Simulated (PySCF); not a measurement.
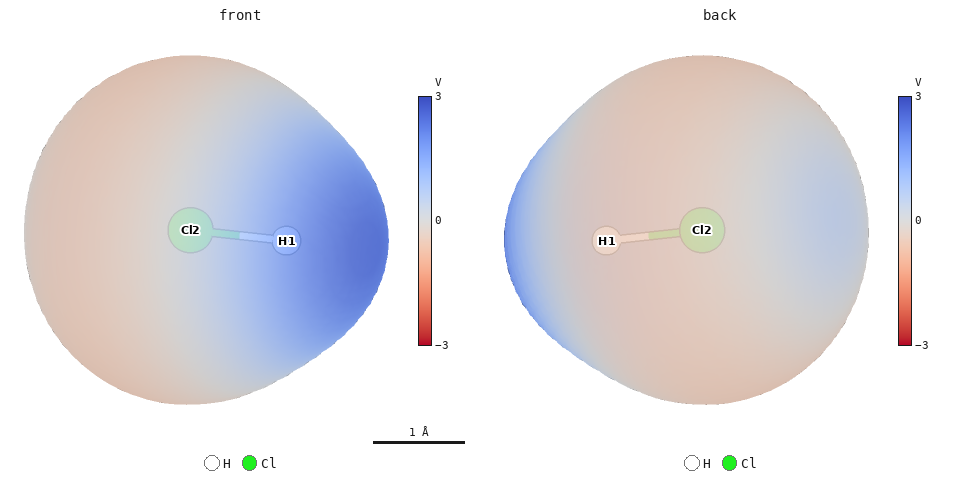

Figure. HCl. The electrostatic potential painted on the density surface at 0.002 e/bohr³, seen from the front and from behind; red is negative and blue positive.

Computed with PBE0/x2c-TZVPPall, spin-free X2C-1e, Gaussian nucleus, at a bond length of 1.279 Å (PySCF 2.14.0).

### Describe the electrostatic potential map.

The most negative region (about −0.5 V) lies over Cl2, the most positive (about +2.4 V) over H1. Cl2 shows a σ-hole: about +0.5 V at the tip opposite its bond, against about −0.5 V on its flanks.
